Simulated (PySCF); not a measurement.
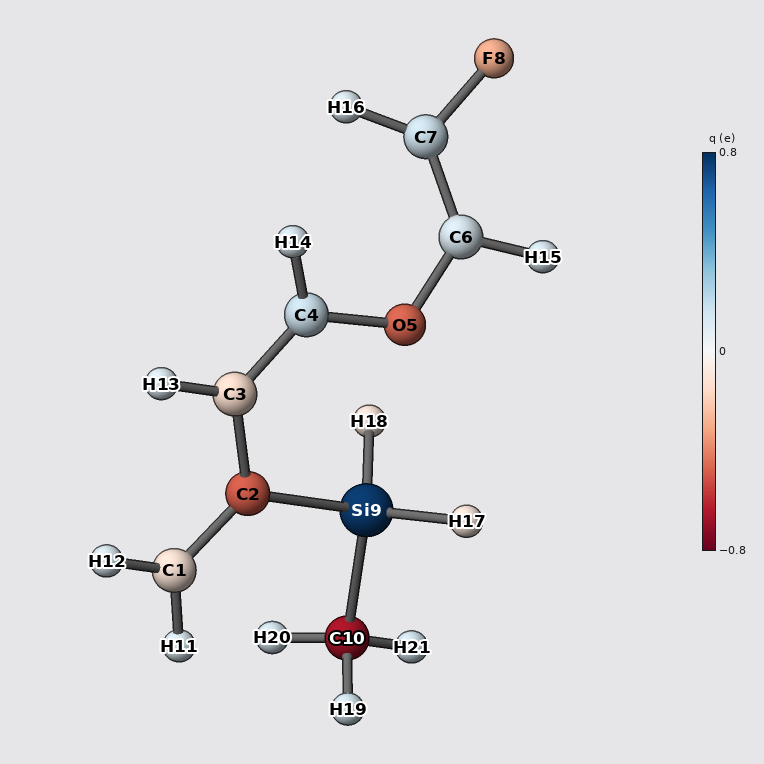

Atoms are coloured by their Mulliken charges. Computed geometry: GFN2-xTB optimisation. No frequency run is at hand to confirm it as a minimum. Level of theory: PBE0/pcSseg-1, gas phase (PySCF 2.14.0).

List the Mulliken charges.

```csv
atom,value (e)
C1,−0.10
C2,−0.48
C3,−0.13
C4,0.16
O5,−0.46
C6,0.12
C7,0.15
F8,−0.28
Si9,0.76
C10,−0.65
H11,0.12
H12,0.11
H13,0.10
H14,0.12
H15,0.13
H16,0.11
H17,−0.08
H18,−0.09
H19,0.13
H20,0.14
H21,0.14
```

Mulliken values depend strongly on the basis set and can even reverse the polarity of a bond. The geometry is semi-empirical. Around Si such bond lengths and angles can be off by a tenth of an ångström or more and by several degrees, and values that hang on the shape move with them.
